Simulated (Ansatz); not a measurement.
## Pd, pressure series

The parent structure is Pd in the fcc (Cu type) structure (space group Fm-3m, No. 225; a = 3.943 Å).

Cell and atoms are relaxed at each pressure.

Method: Ansatz (a first-principles code) PBE, no spin-orbit coupling, earlier PAW set.

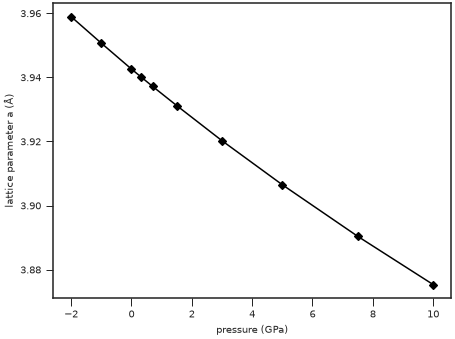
*Lattice parameter a against pressure*

Question: From the plot, what is the lattice parameter a for pressure −1 GPa?

Answer: About 3.951 Å.

Question: Is the trend monotonic over the range shown?

Answer: Yes, it falls throughout, spanning 3.875 Å to 3.959 Å.

Load acts through the strain it causes; cell and atoms are relaxed under it. No phonon test of stability was made. Competing high-pressure phases were not computed. The final runs are not spin-polarised.
